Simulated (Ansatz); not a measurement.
A relaxed structure of GeS. Level of theory: PBEsol (plane waves to 420 eV, PAW, scalar-relativistic; Ansatz, an electronic-structure program).

Pnma (No. 62), oP8, AFLOW prototype AB_oP8_62_c_c (B29, as in SnS); a = 10.2938 Å, b = 3.6627 Å, c = 4.1529 Å, α = β = γ = 90.00°.

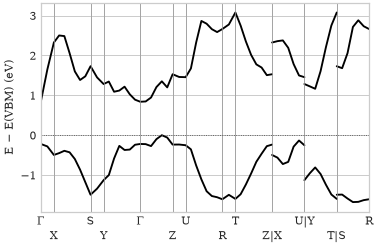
Highest filled and lowest empty band along the path of this cell's Brillouin zone

Question: Read off the gap and say whether it is direct.

Answer: 0.84 eV, indirect (valence top at 67 % of the way from Γ to Z, conduction bottom at Γ) (no spin-orbit coupling).

Question: How far does the top valence band disperse along this path?

Answer: About 1.7 eV.

No spin polarisation in the result.

The run could not lose the symmetry of its start; a randomly shaken copy of 8 atoms returns to this structure.
